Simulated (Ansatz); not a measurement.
# BH5Si···H2: what the fields show

Input file:

```
crystal:
  periodic: [false, false, false]
  atoms:
    - { symbol: B, position_ang: [0.0, 0.0, 0.0] }
    - { symbol: H, position_ang: [0.0, 0.0, 1.54] }
    - { symbol: H, position_ang: [1.0305, 0.0, -0.595] }
    - { symbol: H, position_ang: [-1.0305, 0.0, -0.595] }
    - { symbol: Si, position_ang: [0.094, -2.1331, 0.7095] }
    - { symbol: H, position_ang: [-0.6959, -2.9783, -0.1812] }
    - { symbol: H, position_ang: [1.4817, -2.5871, 0.7061] }
    - { symbol: H, position_ang: [-0.4425, -2.2202, 2.0645] }
    - { symbol: H, position_ang: [0.0384, -0.8711, 1.6809] }
basis:
  gaussian: { orbitals: def2-SVP }
hamiltonian:
  xc: pbe0
  dispersion: d4
relax:
  f_tol: 0.15
  max_steps: 25
  restrain:
    - { distance: [0, 4], at: 1.95, k: 30.0 }
    - { distance: [8, 1], at: 0.66, k: 30.0 }
    - { distance: [0, 1], at: 2.39, k: 30.0 }
    - { distance: [8, 4], at: 2.66, k: 30.0 }
output:
  orbitals: {}
```

Run with:

```sh
ansatz run input.yaml --threads 1 --pin off --max-ram 2048MiB --backend cpu --events-out ev --progress --plain --runs-dir out
```

The fields are those of the run's last geometry, not of the input's.

Not at a stationary point (largest force 1.8 eV/Å).

Level of theory: RKS PBE0-D4/def2-SVP (Ansatz 0.2.0).

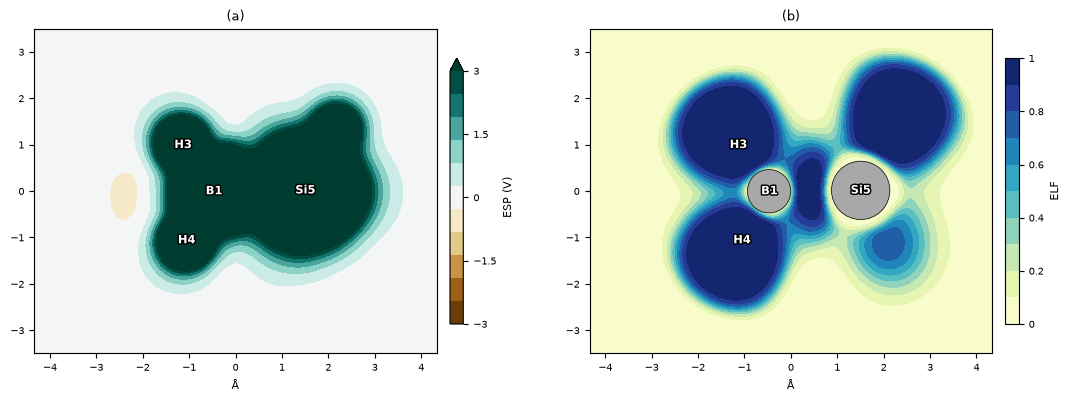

Figure 1. (a) molecular electrostatic potential; (b) electron localisation function on the plane of atoms H4, B1 and Si5. Grey discs cover the atomic cores in the ELF map.

**Describe what can be read from this map.**

The plane passes through B, H and Si nuclei. Si–B (1.97 Å): the ELF peaks at about 1 between the atoms, as expected for a covalent bond. B–H (1.21 Å): the ELF climbs to about 1 towards the hydrogen, as it does in any bond to H: a covalent bond by its length. Outside the dense part of the complex the potential is most negative (−0.3 V) near H4.

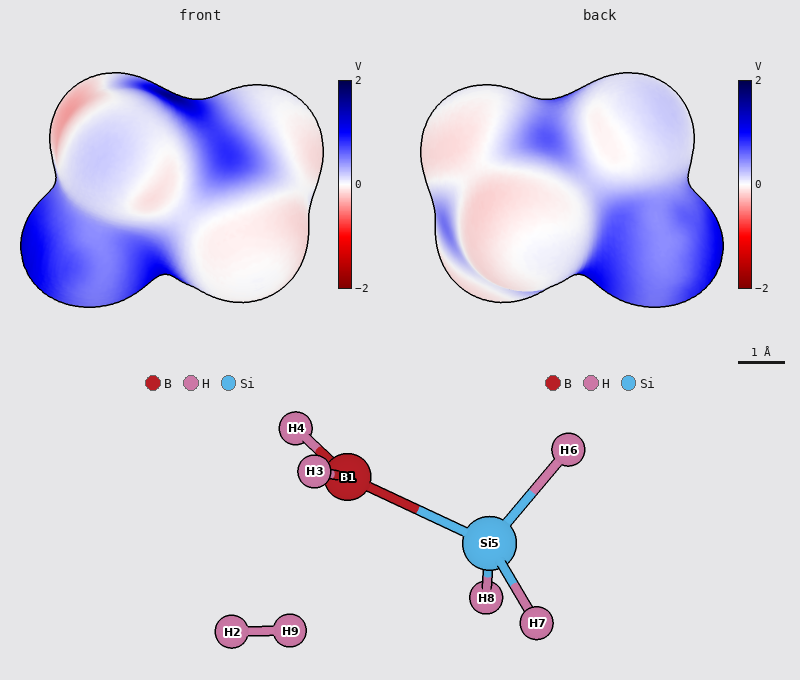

Figure 2. The molecular electrostatic potential painted on the density surface at 0.002 e/bohr³, seen from the front and from behind; red is negative and blue positive. The bare structure is drawn below in the same view.

**Where is the surface potential most negative and most positive?**

The most negative region (about −0.3 V) lies over H4, the most positive (about +1.5 V) over B1.

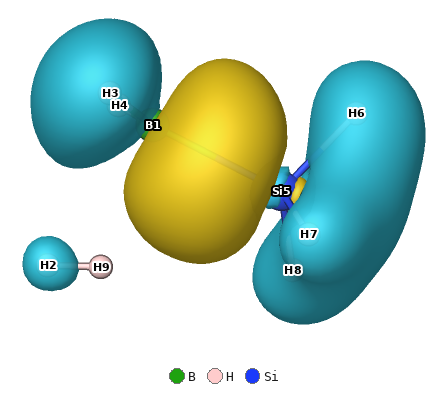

Figure 3. One frontier orbital at ±0.08 Å⁻³ᐟ² (yellow and cyan are the two phases), seen across its widest extent.

**Which orbital is it: HOMO or LUMO?**

The HOMO, at −8.50 eV. Its weight (Hirshfeld) is mainly on B1 (about 35 %), Si5 (about 35 %), H3 (about 5 %), H6 (about 5 %) and H4 (about 5 %).

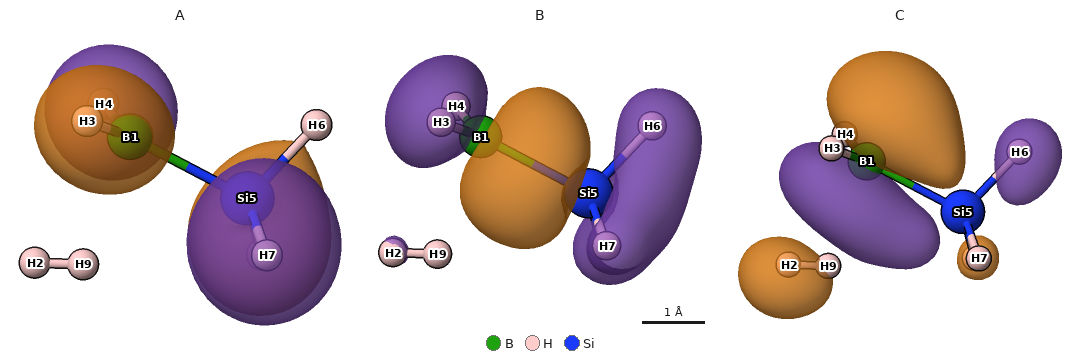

Figure 4. Three frontier orbitals at ±0.1 Å⁻³ᐟ² (orange and purple are the two phases), in no order.

**Which picture is the HOMO−1, the HOMO and the LUMO?**

A is the HOMO−1 (−9.19 eV). It lies mainly on Si5 (about 25 %), H7 (about 20 %), B1 (about 15 %), H8 (about 15 %), H4 (about 10 %) and H3 (about 10 %). B is the HOMO (−8.50 eV). Its weight (Hirshfeld) is mainly on B1 (about 35 %), Si5 (about 35 %), H3 (about 5 %), H6 (about 5 %) and H4 (about 5 %). C is the LUMO (−1.93 eV). Its weight (Hirshfeld) is mainly on B1 (about 55 %) and H2 (about 10 %).

**What is the HOMO–LUMO gap?**

6.57 eV between the orbital energies.
